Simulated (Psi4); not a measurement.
# BSiH4O2F (SMILES OB(F)O[SiH3]): PBE/6-31G(d) (spherical functions)

What is the vertical ionisation energy of BSiH4O2F at PBE/6-31G* (spherical functions)? 

The results are computed with Psi4 1.11.

6 further runs of the same task are left out: 3 that didn't finish, 3 set aside as unsound or not needed.

## 1. The structure to begin with

BSiH4O2F: 9 atoms, total charge 0, spin state singlet. SMILES: `OB(F)O[SiH3]`. The coordinates come from a PBE0-D4/def2-TZVP relaxation. This is one conformer, not always the lowest.

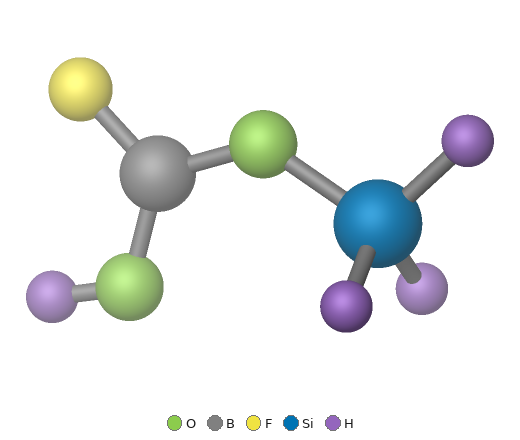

The structure, seen from a chosen angle (oxygen green, boron grey, fluorine yellow, silicon blue, hydrogen purple).

## 2. The energy at PBE/6-31G(d) (spherical functions)

job.in reads:

```
memory 2200 mb

molecule m {
  O     -1.614100     0.556700     0.394000
  B     -0.395400     1.157100     0.352700
  F     -0.277300     2.450800     0.657900
  O      0.708900     0.466900     0.006200
  Si     0.934200    -1.114900    -0.425000
  H     -2.322500     1.149900     0.654100
  H      2.381900    -1.273900    -0.690900
  H      0.154500    -1.427600    -1.647800
  H      0.518200    -2.011000     0.681800
  symmetry c1
  no_reorient
  no_com
}

set {
  basis 6-31G*
  puream true
  e_convergence 1e-09
  d_convergence 1e-08
  scf_type pk
  dft_radial_points 99
  dft_spherical_points 590
}

e_tot, wfn = energy('pbe', return_wfn=True)
oeprop(wfn, 'LOWDIN_CHARGES', 'MAYER_INDICES', 'QUADRUPOLE', title='PBE')
```

Run with:

```sh
$ psi4 job.in job.out -n 1
```

job.out:

```text
[...]
  Running in c1 symmetry.
[...]
  Nuclear repulsion =  222.106225101530896
[...]
  Multiplicity = 1
[...]
  Nalpha       = 24
  Nbeta        = 24
[...]
    Number of basis functions: 82
[...]
   @RKS iter   1:  -566.41756011879670   -2.09690e-01   1.12592e-02 ADIIS/DIIS
[...]
   @RKS iter  12:  -566.74563731493163   -3.06954e-12   6.12397e-09 DIIS
[...]
    Orbital Energies [Eh]
    ---------------------
    Doubly Occupied:
       1A    -65.426197     2A    -24.259391     3A    -18.785878
       4A    -18.775248     5A     -6.585622     6A     -5.072411
       7A     -3.485216     8A     -3.481948     9A     -3.481909
      10A     -1.092351    11A     -0.950443    12A     -0.919544
      13A     -0.538872    14A     -0.506825    15A     -0.458372
      16A     -0.420363    17A     -0.397270    18A     -0.362348
      19A     -0.341534    20A     -0.337615    21A     -0.307455
      22A     -0.299182    23A     -0.281401    24A     -0.272562
[...]
  @RKS Final Energy:  -566.74563731493163
   => Energetics <=
    Nuclear Repulsion Energy =            222.1062251015308959
    One-Electron Energy =               -1225.7107044599044912
    Two-Electron Energy =                 490.6905305255095300
    DFT Exchange-Correlation Energy =     -53.8316884820675696
    Empirical Dispersion Energy =           0.0000000000000000
    VV10 Nonlocal Energy =                  0.0000000000000000
    Total Energy =                       -566.7456373149316278
[...]
 Multipole Moments:
 ------------------------------------------------------------------------------------
     Multipole            Electronic (a.u.)      Nuclear  (a.u.)        Total (a.u.)
 ------------------------------------------------------------------------------------
 L = 1.  Multiply by 2.5417464519 to convert [e a0] to [Debye]
 Dipole X            :         -4.4745608            3.9619998           -0.5125610
 Dipole Y            :        -31.9875027           31.8613494           -0.1261533
 Dipole Z            :         -7.3837376            7.4330487            0.0493112
 Magnitude           :                                                    0.5301557
 L = 2.  Multiply by 1.3450342976 to convert [e a0^2] to [Debye ang]
 Quadrupole XX       :       -202.0739542          178.2486221          -23.8253321
 Quadrupole XY       :        119.7612999         -123.1798975           -3.4185976
[...]
```

Wall time 17 s (1 thread of AMD EPYC 7R43 (Zen 3), shared host); peak memory 1.3 GiB.

## 3. The doublet cation: energy and forces at UPBE/6-31G(d) (spherical functions)

input.dat reads:

```
memory 2200 mb

molecule {
  1 2
  O     -3.05020694     1.05201053     0.74455209
  B     -0.74719771     2.18660210     0.66650640
  F     -0.52402105     4.63134079     1.24325082
  O      1.33962685     0.88231313     0.01171630
  Si     1.76538215    -2.10685566    -0.80313360
  H     -4.38888892     2.17299607     1.23606986
  H      4.50113866    -2.40732211    -1.30561178
  H      0.29196269    -2.69777302    -3.11389071
  H      0.97925608    -3.80023924     1.28841527
  units au
  symmetry c1
  no_reorient
  no_com
}

set {
  reference uks
  puream true
  e_convergence 1e-09
  d_convergence 1e-06
  scf_type pk
  dft_radial_points 99
  dft_spherical_points 590
  maxiter 150
  level_shift 0.3
  level_shift_cutoff 1e-09
}

e_tot, wfn = gradient("pbe/6-31G*", return_wfn=True)
oeprop(wfn, "MAYER_INDICES", "MULLIKEN_CHARGES", "DIPOLE")
print_variables()
```

Run with:

```sh
$ psi4 -n 1 input.dat output.dat
```

output.dat, cut to the lines that bear on the results:

```text
[...]
  Running in c1 symmetry.
[...]
  Nuclear repulsion =  222.106224998276275
[...]
  Multiplicity = 2
[...]
  Nalpha       = 24
  Nbeta        = 23
[...]
    Number of basis functions: 82
[...]
   @UKS iter   1:  -566.03322417705874    1.74646e-01   1.07215e-02 DIIS/ADIIS/SHIFT
[...]
   @UKS iter  92:  -566.35173173934265   -9.86915e-10   8.48267e-07 DIIS/SHIFT
[...]
   @S^2 Observed:                7.538702019E-01
[...]
  @UKS Final Energy:  -566.35173173934265
   => Energetics <=
    Nuclear Repulsion Energy =            222.1062249982762751
    One-Electron Energy =               -1214.1888820353683514
    Two-Electron Energy =                 479.1889316344579015
    DFT Exchange-Correlation Energy =     -53.4580063367084932
    Empirical Dispersion Energy =           0.0000000000000000
    VV10 Nonlocal Energy =                  0.0000000000000000
    Total Energy =                       -566.3517317393426538
[...]
  -Total Gradient:
     Atom            X                  Y                   Z
    ------   -----------------  -----------------  -----------------
       1       -0.006024611987     0.030649899020     0.008610632437
       2        0.018303782750    -0.057719096793    -0.017352383054
       3       -0.002280463424     0.010139265248     0.002893998540
       4       -0.015859357223     0.009493659652     0.004946310583
       5       -0.042406622816     0.011207524428     0.009213120147
       6        0.019931035362    -0.015193301581    -0.006929228592
       7        0.000049977062    -0.000209339959    -0.000001071056
       8        0.015633476310     0.003425009998     0.009033661028
       9        0.012623916777     0.008260108772    -0.010397119455
[...]
 Multipole Moments:
 ------------------------------------------------------------------------------------
[...]
```

It took 2.8 min on 1 thread of AMD EPYC 7R43 (Zen 3), shared host; peak memory 1.3 GiB.

## 4. What came out

Level: PBE/6-31G* (spherical functions).

| quantity | value |
| --- | --- |
| singlet BSiH4O2F: total energy | -566.74564 Eh |
| singlet BSiH4O2F: dipole moment | 1.35 D |
| singlet BSiH4O2F: HOMO energy | -7.42 eV |
| singlet BSiH4O2F: LUMO energy | -0.30 eV |
| singlet BSiH4O2F: HOMO–LUMO gap | 7.12 eV |
| doublet cation: total energy | -566.35173 Eh |
| doublet cation: HOMO energy (highest over α and β) | -13.92 eV |
| doublet cation: ⟨S²⟩ | 0.754 |
| doublet cation: largest force on an atom | 3.239 eV/Å |
| vertical ionisation energy (to the doublet cation) | 10.719 eV |

In words: Removing an electron at fixed nuclei costs 10.72 eV (247 kcal/mol). The negative HOMO energy of the first species, 7.42 eV, lies 3.30 eV below that difference. Mulliken charges (doublet cation) run from -0.41 on O1 to +0.61 on B2; they depend strongly on the basis.
